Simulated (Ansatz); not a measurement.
# Calculations on SiH$_{3}$O$_{2}$Br

Part 1: Relaxation

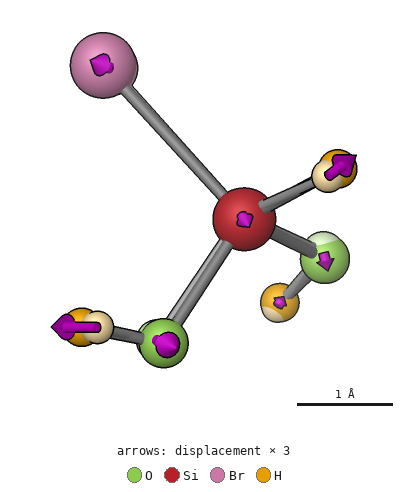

A relaxation of SiH3O2Br. The starting structure is drawn faded, the final one solid; purple arrows show the displacements, magnified 3 times. The two geometries are superimposed by the best rigid fit.

A ball-and-stick model, seen from a free direction.

The run prepares an end point of a later path (hydrogen shift) calculation, from a guessed geometry.

Computed with Ansatz 0.2.0, RKS PBE0/def2-SVP. Set-up: no spin polarisation; force threshold 0.02 eV/Å; at most 50 steps.

> What happened in the run?

After 7 geometry steps the energy has fallen by 5.44 kcal/mol. Largest force component: 2.6 eV/Å at the start, 0.013 eV/Å at the end. The largest move after the best rigid fit is that of an H atom, 0.24 Å. By element the largest moves are H 0.24 Å, O 0.18 Å, Br 0.11 Å, Si 0.07 Å. Near-neighbour distances that change, for instance: Br–Si 2.123 → 2.238 Å, H–O 1.013 → 0.963 Å, O–Si 1.604 → 1.641 Å, H–O 0.969 → 0.962 Å. Among the angles between lasting bonds that change: Br–Si–H 110.9° → 107.7°, O–Si–H 109.5° → 106.3°, O–Si–H 111.4° → 114.3°. Groups turn about O–Si by about 30°.

Part 2: Relaxation

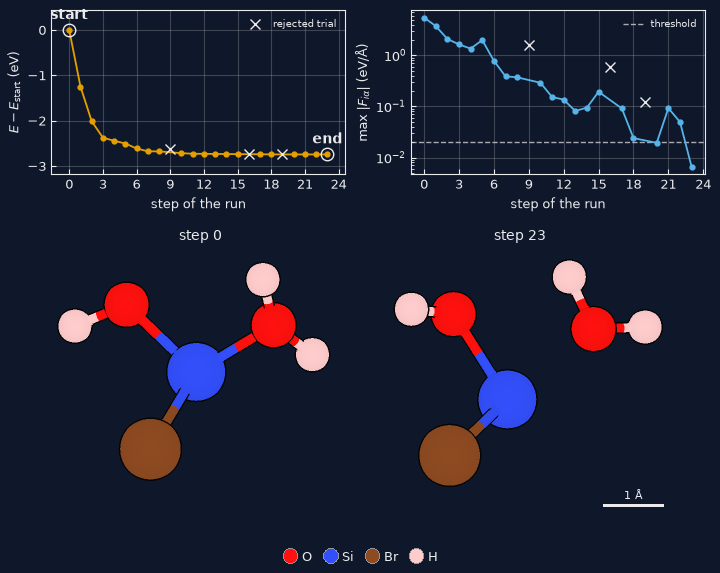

First and last geometry of a relaxation of SiH3O2Br, with the history of the run. A ball-and-stick model, seen at a tilt.

The run prepares an end point of a later path (hydrogen shift) calculation, from a guessed geometry.

These are results of Ansatz, RKS PBE0/def2-SVP, not measurements. (no spin polarisation; force threshold 0.02 eV/Å; at most 50 steps)

> What do the curves and the structures tell?

It converged. The energy falls by 2.742 eV in 20 accepted moves (23 points after the start). Largest force component: 5.5 eV/Å at the start, 0.0066 eV/Å at the end. The line search rejected the trial steps at points 9, 16, 19 of the run. The forces were under the threshold at step 20, but the run went on from there. The atom that moves furthest after the best rigid fit is an H atom (0.82 Å). By element the largest moves are H 0.82 Å, Si 0.64 Å, Br 0.35 Å, O 0.28 Å. Near-neighbour distances that change, for instance: H–Si 1.970 → 2.706 Å, O–Si 1.604 → 2.193 Å, Br–Si 2.123 → 2.322 Å, O–Si 1.648 → 1.692 Å. Bonds break, among them: O–Si (1.60 → 2.19 Å). Among the angles between lasting bonds that change: H–O–H 148.1° → 106.3°, O–Si–Br 106.6° → 98.4°. Groups turn about O–Si by about 50°. The run took 27 s on 2 threads of Intel(R) Xeon(R) 6975P-C (Granite Rapids), on a shared host, peak memory 0.23 GiB.

| step | E − E(0), eV | largest force component, eV/Å | note |
| --- | --- | --- | --- |
| 0 | 0.0000 | 5.4513 |  |
| 1 | -1.2452 | 3.7386 |  |
| 2 | -2.0098 | 2.0850 |  |
| 3 | -2.3727 | 1.6317 |  |
| 4 | -2.4414 | 1.3504 |  |
| 5 | -2.5009 | 1.9832 |  |
| 6 | -2.6107 | 0.7783 |  |
| 7 | -2.6729 | 0.3873 |  |
| 8 | -2.6748 | 0.3706 |  |
| 9 | -2.6243 | 1.5905 | rejected |
| 10 | -2.7136 | 0.2902 |  |
| 11 | -2.7271 | 0.1531 |  |
| 12 | -2.7281 | 0.1355 |  |
| 13 | -2.7318 | 0.0812 |  |
| 14 | -2.7335 | 0.0949 |  |
| 15 | -2.7355 | 0.1932 |  |
| 16 | -2.7342 | 0.5808 | rejected |
| 17 | -2.7383 | 0.0913 |  |
| 18 | -2.7412 | 0.0240 |  |
| 19 | -2.7401 | 0.1214 | rejected |
| 20 | -2.7415 | 0.0194 |  |
| 21 | -2.7416 | 0.0925 |  |
| 22 | -2.7416 | 0.0495 |  |
| 23 | -2.7418 | 0.0066 |  |

Part 3: Path

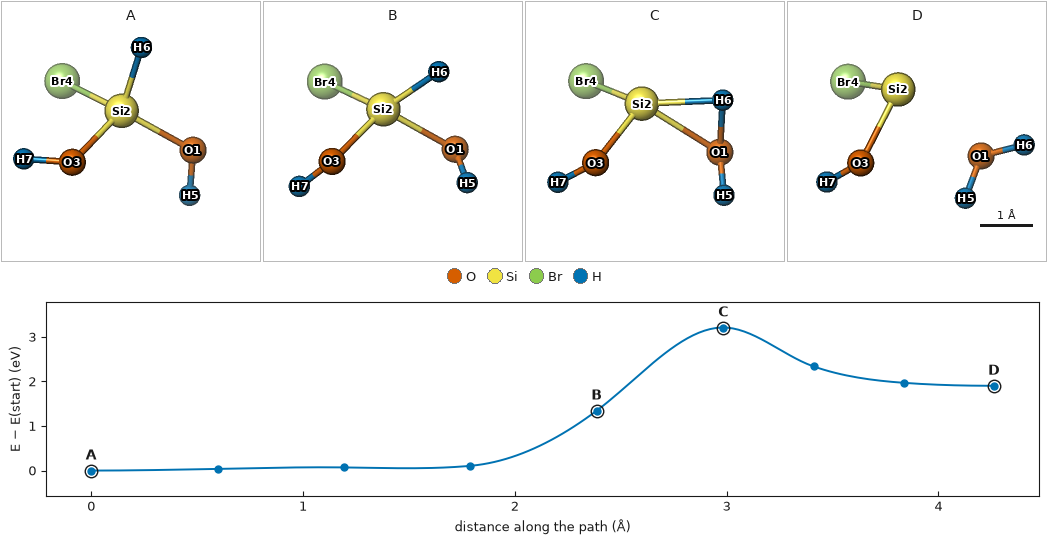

A search for the minimum-energy path of SiH3O2Br by the nudged elastic band. Images are numbered from 0 (start) to 8 (end). Frames A to D are images 0, 4, 5, 8. The picture is a ball-and-stick view, seen at a tilt.

These are results of RKS PBE0/def2-SVP (Ansatz), not measurements. Set-up: 7 movable images; climbing image; force threshold 0.05 eV/Å; iteration limit 60; starting path through a guess of the saddle point.

**Describe the mechanism and the energy profile.**

Breaking: O1–Si2 (1.64 → 1.87 at the top → 2.19 Å), Si2–H6 (1.47 → 1.61 at the top → 2.71 Å). Forming: O1–H6 (2.49 → 1.31 at the top → 0.97 Å). Forward barrier 3.21 eV, backward barrier 1.31 eV, with image 5 at the top; the reaction energy is +1.90 eV. The band is converged.

Cost: 2.2 min on 2 threads of Intel(R) Xeon(R) 6975P-C (Granite Rapids) (shared host), peak memory 0.24 GiB.
